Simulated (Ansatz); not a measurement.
# Geometry relaxation, with input and output: BSiH6ClO (part 1 of 2)

The run: geometry relaxation of BSiH6ClO. Method and program: RKS LDA/6-31G* (Ansatz 0.2.0).

It belongs to a series of runs on one base structure; here: end point B relaxed. Figures and captions count atoms from 1; the log counts them from 0 in places.

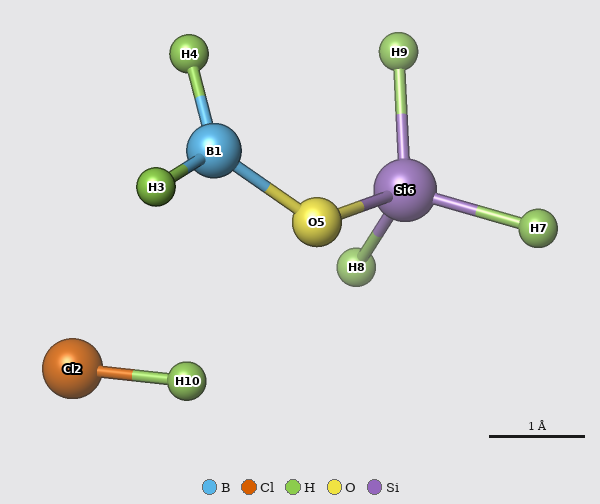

*The input geometry (ball-and-stick view, seen at a tilt; atoms are numbered from 1 in the order of the input).*

Bond lengths as drawn: B–H 1.21 Å, B–O 1.38 Å, Cl–H 1.34 Å, H–Si 1.50 Å and O–Si 1.68 Å.

The input
```yaml
crystal:
  periodic: [false, false, false]
  atoms:
    - { symbol: B, position_ang: [0.161247, -0.375403, -0.413733] }
    - { symbol: Cl, position_ang: [-0.538304, -0.092632, 2.552396] }
    - { symbol: H, position_ang: [1.013199, 0.427706, -0.123392] }
    - { symbol: H, position_ang: [-0.828087, -0.099812, -1.061476] }
    - { symbol: O, position_ang: [0.371588, -1.683144, -0.0212] }
    - { symbol: Si, position_ang: [-0.733941, -2.92773, -0.27475] }
    - { symbol: H, position_ang: [0.058034, -4.175641, -0.509625] }
    - { symbol: H, position_ang: [-1.574518, -3.078946, 0.957828] }
    - { symbol: H, position_ang: [-1.591694, -2.613633, -1.464033] }
    - { symbol: H, position_ang: [0.322875, -1.004266, 2.076384] }
basis:
  gaussian: { orbitals: "6-31G*" }
hamiltonian:
  xc: lda
relax:
  f_tol: 0.03
  max_steps: 50
output:
  orbitals: {}
```

Hardware: 1 thread of Intel Xeon (Granite Rapids), 32 GiB of memory available, shared host.

Launched with:
```bash
ansatz run input.yaml --threads 1 --pin off --max-ram 2048MiB --backend cpu --events-out ev --progress --plain --runs-dir out
```

Log
```
The last accepted step is kept in [file] (removed where the run ends without a failure and the disk answers)
Engine: ansatz 0.2.0, x86_64-unknown-linux-gnu
Functional definition: SPW92
  exchange = slater_x
  correlation = pw_c
985 factors; their error is unknown
mean field evaluation 1: about -23121.0559 eV, gradient 4.8e1 eV
mean field evaluation 2: about -23097.5310 eV, gradient 1.2e2 eV
mean field evaluation 4: about -23125.3813 eV, gradient 5.3e0 eV
mean field evaluation 8: about -23125.4592 eV, gradient 5.8e-2 eV
mean field evaluation 16: about -23125.3927 eV, gradient 4.6e-5 eV
mean field -23125.39273838 eV, -849.8425081814 hartree, gradient 4.6e-5 eV, S^2 0.000000; 0 other end points of the search recorded, 0 dependent functions left out
the calculation of the forces begins
reference -23125.39277193 eV, -849.8425094143 hartree; 25, 25 occupied and 55, 55 virtual orbitals, 985 factors
relax step   1: F+E_penalty+E_count = -23125.39273838 eV  Δ(F+E_penalty+E_count) = +0.000e0 eV  max|allowed force component| = 7.942e-1 eV/Å  Δτ_max = 0.0000 Å  (24 SCF iters, accepted)
these checks for a lower state are left out or cut short: starts, cluster_reference, orbital_swaps, neighbouring_geometries, increment
985 factors; their error is unknown
mean field -23125.42149174 eV, -849.8435648478 hartree, gradient 2.6e-5 eV, S^2 0.000000; 0 other end points of the search recorded, 0 dependent functions left out
[... from here on the field's lines of each further geometry are left out, up to the last ...]
relax step   2: F+E_penalty+E_count = -23125.42149174 eV  Δ(F+E_penalty+E_count) = -2.875e-2 eV  max|allowed force component| = 4.909e-1 eV/Å  Δτ_max = 0.1944 Å  (26 SCF iters, accepted)
relax step   3: F+E_penalty+E_count = -23125.44187685 eV  Δ(F+E_penalty+E_count) = -2.039e-2 eV  max|allowed force component| = 4.826e-1 eV/Å  Δτ_max = 0.1389 Å  (27 SCF iters, accepted)
relax step   4: F+E_penalty+E_count = -23125.45438168 eV  Δ(F+E_penalty+E_count) = -1.250e-2 eV  max|allowed force component| = 6.746e-1 eV/Å  Δτ_max = 0.1950 Å  (27 SCF iters, accepted)
relax step   5: F+E_penalty+E_count = -23125.48313997 eV  Δ(F+E_penalty+E_count) = -2.876e-2 eV  max|allowed force component| = 6.596e-1 eV/Å  Δτ_max = 0.1845 Å  (27 SCF iters, accepted)
relax step   6: F+E_penalty+E_count = -23125.54489465 eV  Δ(F+E_penalty+E_count) = -6.175e-2 eV  max|allowed force component| = 4.837e-1 eV/Å  Δτ_max = 0.1998 Å  (27 SCF iters, accepted)
relax step   7: F+E_penalty+E_count = -23125.57318619 eV  Δ(F+E_penalty+E_count) = -2.829e-2 eV  max|allowed force component| = 1.475e-1 eV/Å  Δτ_max = 0.2000 Å  (27 SCF iters, accepted)
relax step   8: F+E_penalty+E_count = -23125.57875958 eV  Δ(F+E_penalty+E_count) = -5.573e-3 eV  max|allowed force component| = 7.389e-1 eV/Å  Δτ_max = 0.1916 Å  (27 SCF iters, accepted)
relax step   9: F+E_penalty+E_count = -23125.59386469 eV  Δ(F+E_penalty+E_count) = -1.511e-2 eV  max|allowed force component| = 2.428e-1 eV/Å  Δτ_max = 0.0504 Å  (28 SCF iters, accepted)
relax step  10: F+E_penalty+E_count = -23125.60023399 eV  Δ(F+E_penalty+E_count) = -6.369e-3 eV  max|allowed force component| = 9.007e-2 eV/Å  Δτ_max = 0.1337 Å  (27 SCF iters, accepted)
relax step  11: F+E_penalty+E_count = -23125.60556019 eV  Δ(F+E_penalty+E_count) = -5.326e-3 eV  max|allowed force component| = 3.061e-2 eV/Å  Δτ_max = 0.0856 Å  (27 SCF iters, accepted)
relax step  12: F+E_penalty+E_count = -23125.60168960 eV  Δ(F+E_penalty+E_count) = +3.871e-3 eV  max|allowed force component| = 3.259e-1 eV/Å  Δτ_max = 0.1469 Å  (27 SCF iters, rejected (line search))
relax step  13: F+E_penalty+E_count = -23125.60386030 eV  Δ(F+E_penalty+E_count) = +1.700e-3 eV  max|allowed force component| = 1.346e-1 eV/Å  Δτ_max = 0.0734 Å  (27 SCF iters, rejected (line search))
relax step  14: F+E_penalty+E_count = -23125.60649047 eV  Δ(F+E_penalty+E_count) = -9.303e-4 eV  max|allowed force component| = 4.176e-2 eV/Å  Δτ_max = 0.0360 Å  (27 SCF iters, accepted)
relax step  15: F+E_penalty+E_count = -23125.60766744 eV  Δ(F+E_penalty+E_count) = -1.177e-3 eV  max|allowed force component| = 9.101e-2 eV/Å  Δτ_max = 0.0976 Å  (27 SCF iters, accepted)
relax step  16: F+E_penalty+E_count = -23125.60828767 eV  Δ(F+E_penalty+E_count) = -6.202e-4 eV  max|allowed force component| = 5.439e-2 eV/Å  Δτ_max = 0.0182 Å  (28 SCF iters, accepted)
relax step  17: F+E_penalty+E_count = -23125.60964790 eV  Δ(F+E_penalty+E_count) = -1.360e-3 eV  max|allowed force component| = 5.405e-2 eV/Å  Δτ_max = 0.0442 Å  (27 SCF iters, accepted)
relax step  18: F+E_penalty+E_count = -23125.61054334 eV  Δ(F+E_penalty+E_count) = -8.954e-4 eV  max|allowed force component| = 6.958e-2 eV/Å  Δτ_max = 0.0799 Å  (27 SCF iters, accepted)
relax step  19: F+E_penalty+E_count = -23125.61087802 eV  Δ(F+E_penalty+E_count) = -3.347e-4 eV  max|allowed force component| = 8.150e-2 eV/Å  Δτ_max = 0.0706 Å  (27 SCF iters, accepted)
relax step  20: F+E_penalty+E_count = -23125.61118490 eV  Δ(F+E_penalty+E_count) = -3.069e-4 eV  max|allowed force component| = 4.414e-2 eV/Å  Δτ_max = 0.0039 Å  (22 SCF iters, accepted)
the calculation of the forces begins
reference -23125.61141448 eV, -849.8505443798 hartree; 25, 25 occupied and 55, 55 virtual orbitals, 985 factors
relax step  21: F+E_penalty+E_count = -23125.61138050 eV  Δ(F+E_penalty+E_count) = -1.956e-4 eV  max|allowed force component| = 8.313e-3 eV/Å  Δτ_max = 0.0115 Å  (27 SCF iters, accepted)
985 factors; their error is unknown
mean field evaluation 160: about -23125.1664 eV, gradient 1.4e1 eV
```

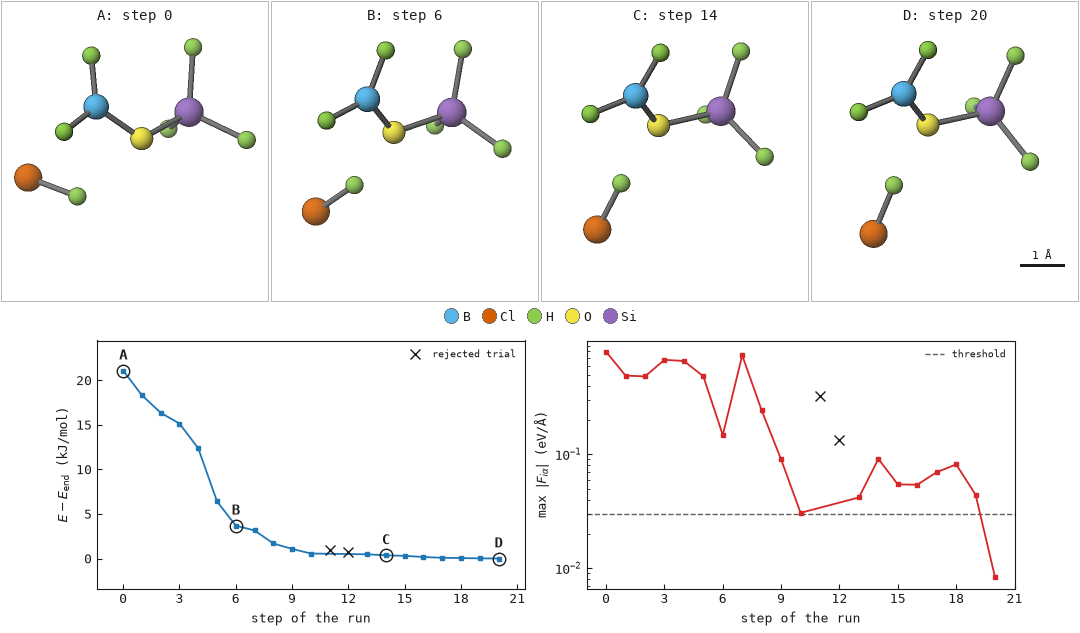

*Frames of the relaxation (ball-and-stick view, seen at a tilt) above the curves, on which the letters mark them (the first geometry is step 0 here and step 1 in the log).*

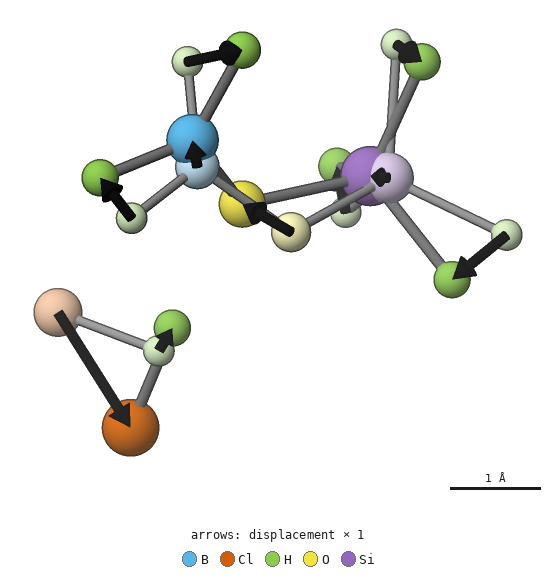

*Start (faint) and end (solid) with the displacements as black arrows, at true length (ball-and-stick view, seen at a tilt). The two geometries are laid on each other by the best rigid fit.*

The largest move after the best rigid fit is that of Cl2, 1.52 Å. By element the largest moves are Cl 1.52 Å, H 0.97 Å, O 0.75 Å, B 0.31 Å, Si 0.24 Å. Among the contacts that change: B1–O5 1.381 → 1.357 Å, O5–Si6 1.684 → 1.700 Å, Cl2–H10 1.341 → 1.336 Å. Among the angles that change: B1–O5–Si6 123.8° → 128.8°, O5–Si6–H9 109.9° → 107.7°. Over 20 geometry steps the energy falls by 21.1 kJ/mol. The largest force component goes from 0.79 to 0.0083 eV/Å. The line search rejected the trial steps at points 11, 12 (counted from 0) and went back. (Atoms are counted from 1 in the order of the input.)

```
mean field -23125.61138050 eV, -849.8505431311 hartree, gradient 1.5e-5 eV, S^2 0.000000; 1 other end points of the search recorded, 0 dependent functions left out
the calculation of the forces begins
reference -23125.61141448 eV, -849.8505443798 hartree; 25, 25 occupied and 55, 55 virtual orbitals, 985 factors
Total energy: -23125.61141448 eV, -849.8505443798 hartree
Atom 0 at     0.052715    -0.242712    -0.662780 Å, force     0.001388    -0.001512    -0.001249 eV/Å
Atom 1 at     0.403810    -1.103892     3.140052 Å, force     0.000712    -0.000127     0.001014 eV/Å
Atom 2 at     0.553594     0.752274    -0.197783 Å, force     0.001060     0.001772    -0.001979 eV/Å
Atom 3 at    -0.233116    -0.378224    -1.833386 Å, force    -0.001261     0.001909     0.000826 eV/Å
Atom 4 at    -0.198045    -1.262748     0.195743 Å, force    -0.005388     0.005994    -0.003278 eV/Å
Atom 5 at    -0.890031    -2.781182    -0.127375 Å, force     0.005328    -0.008313     0.003960 eV/Å
Atom 6 at     0.129453    -3.813309     0.228035 Å, force    -0.001280    -0.002675     0.000570 eV/Å
Atom 7 at    -2.102086    -2.902618     0.736654 Å, force    -0.001690     0.001176    -0.001233 eV/Å
Atom 8 at    -1.237567    -2.823708    -1.583590 Å, force     0.001050     0.003697     0.000325 eV/Å
Atom 9 at     0.181672    -1.067381     1.822829 Å, force     0.000080    -0.001923     0.001044 eV/Å
Dipole moment:    -0.254051    -0.302195    -0.695258 e Å
```

Trajectory as extended XYZ (Å, eV, eV/Å), 21 frames, from step=1 to step=21
```
10
Properties=species:S:1:pos:R:3:forces:R:3 step=1 energy=-23125.39274
B     0.1612   -0.3754   -0.4137    0.1170  -0.7764   0.2088
Cl   -0.5383   -0.0926    2.5524    0.5573  -0.6063  -0.2846
H     1.0132    0.4277   -0.1234    0.0199   0.0101   0.0064
H    -0.8281   -0.0998   -1.0615    0.0133  -0.0053  -0.0010
O     0.3716   -1.6831   -0.0212   -0.1572   0.7942  -0.1155
Si   -0.7339   -2.9277   -0.2747    0.0070  -0.0223  -0.0289
H     0.0580   -4.1756   -0.5096   -0.0055   0.0068   0.0057
H    -1.5745   -3.0789    0.9578    0.0218   0.0041  -0.0018
H    -1.5917   -2.6136   -1.4640   -0.0051   0.0093   0.0181
H     0.3229   -1.0043    2.0764   -0.5686   0.5858   0.1929
10
Properties=species:S:1:pos:R:3:forces:R:3 step=2 energy=-23125.42149
B     0.1730   -0.3794   -0.4001    0.0469  -0.2631   0.0070
Cl   -0.5368   -0.1610    2.5869    0.4838  -0.4772  -0.3498
H     1.0246    0.4242   -0.1073   -0.0008   0.0128   0.0108
H    -0.8098   -0.1063   -1.0586    0.0314  -0.0024  -0.0238
O     0.3654   -1.6697    0.0173   -0.0083   0.4149  -0.0096
Si   -0.7318   -2.9181   -0.2545   -0.1223  -0.1824   0.0176
H     0.0635   -4.1635   -0.4902    0.0100   0.0262  -0.0085
H    -1.5724   -3.0763    0.9762    0.0237   0.0128  -0.0039
H    -1.5898   -2.5980   -1.4417    0.0265   0.0276   0.0133
H     0.2745   -0.9753    1.8903   -0.4909   0.4308   0.3469
10
Properties=species:S:1:pos:R:3:forces:R:3 step=3 energy=-23125.44188
B     0.1879   -0.3700   -0.4525    0.0170  -0.0303   0.0845
Cl   -0.5120   -0.2564    2.6847    0.4335  -0.4826  -0.4543
H     1.0239    0.4459   -0.1464   -0.0053   0.0032  -0.0170
H    -0.7766   -0.1153   -1.1453    0.0698  -0.0457  -0.0619
O     0.3524   -1.6334    0.0393   -0.0064   0.2725   0.0204
Si   -0.7313   -2.8979   -0.2245   -0.1521  -0.2326  -0.0374
H     0.0777   -4.1344   -0.4576    0.0087   0.0241   0.0011
H    -1.5697   -3.0522    1.0071    0.0305   0.0161   0.0016
H    -1.5831   -2.5805   -1.4159    0.0111   0.0165   0.0126
H     0.1912   -1.0294    1.8296   -0.4068   0.4588   0.4504
10
Properties=species:S:1:pos:R:3:forces:R:3 step=4 energy=-23125.45438
B     0.1639   -0.3487   -0.4588    0.1667  -0.0783  -0.6746
Cl   -0.4618   -0.3559    2.7864    0.3726  -0.4004  -0.4929
H     0.9969    0.4742   -0.1627   -0.1381   0.0608   0.1588
H    -0.6966   -0.1560   -1.3185    0.1804  -0.0591   0.3668
O     0.3076   -1.5920    0.0836   -0.1523   0.2621   0.1211
Si   -0.7439   -2.8841   -0.2048   -0.1341  -0.1963   0.0059
H     0.0921   -4.1025   -0.4370    0.0150   0.0348  -0.0005
H    -1.5817   -3.0506    1.0242    0.0127  -0.0058  -0.0056
H    -1.5886   -2.5663   -1.4003    0.0123   0.0094   0.0037
H     0.1725   -1.0417    1.8063   -0.3351   0.3728   0.5173
10
Properties=species:S:1:pos:R:3:forces:R:3 step=5 energy=-23125.48314
B     0.1960   -0.3542   -0.5531   -0.3153  -0.0167   0.0432
Cl   -0.3931   -0.4702    2.9139    0.3860  -0.3858  -0.6596
H     0.9359    0.5234   -0.1480   -0.1213  -0.1564  -0.1527
H    -0.6316   -0.1964   -1.4721    0.5629  -0.1942   0.4397
O     0.2505   -1.5466    0.1265   -0.1136   0.5194  -0.3499
Si   -0.7661   -2.8689   -0.1856   -0.0444  -0.1410   0.0520
H     0.1079   -4.0646   -0.3998   -0.0084   0.0283  -0.0043
H    -1.6158   -3.0456    1.0325    0.0011  -0.0103  -0.0162
H    -1.5869   -2.5633   -1.4003    0.0062   0.0003   0.0059
H     0.1636   -1.0370    1.8044   -0.3530   0.3563   0.6419
10
Properties=species:S:1:pos:R:3:forces:R:3 step=6 energy=-23125.54489
B     0.1830   -0.3236   -0.6051   -0.0603   0.1278  -0.0816
Cl   -0.3021   -0.6212    3.0043   -0.1216   0.1214   0.4837
H     0.8992    0.5712   -0.2240   -0.0268   0.0123  -0.0130
H    -0.5060   -0.2735   -1.6070    0.1169   0.0064   0.0187
O     0.1408   -1.4418    0.1586   -0.1353  -0.3940   0.0073
Si   -0.7923   -2.8363   -0.1589    0.0314   0.1966  -0.0082
H     0.1425   -3.9851   -0.3411    0.0594  -0.0125   0.0023
H    -1.6685   -3.0533    1.0313    0.0063   0.0174   0.0136
H    -1.5835   -2.5754   -1.4033   -0.0114  -0.0188   0.0070
H     0.1472   -1.0845    1.8636    0.1414  -0.0566  -0.4297
10
Properties=species:S:1:pos:R:3:forces:R:3 step=7 energy=-23125.57319
B     0.1626   -0.3107   -0.6272   -0.0145   0.0545  -0.0253
Cl   -0.1559   -0.7324    3.0834    0.0665  -0.0582   0.0427
H     0.8040    0.6242   -0.2126   -0.0218  -0.0034  -0.0054
H    -0.3672   -0.3545   -1.7186    0.0613   0.0389  -0.0027
O     0.0220   -1.3797    0.1964    0.0151  -0.1318  -0.0855
Si   -0.8289   -2.8113   -0.1498    0.0031   0.0032   0.0310
H     0.1739   -3.9123   -0.2611    0.0163  -0.0235  -0.0011
H    -1.7446   -3.0348    1.0063   -0.0326  -0.0188   0.0085
H    -1.5640   -2.6073   -1.4362   -0.0206  -0.0084  -0.0149
H     0.1585   -1.1047    1.8378   -0.0728   0.1475   0.0526
```
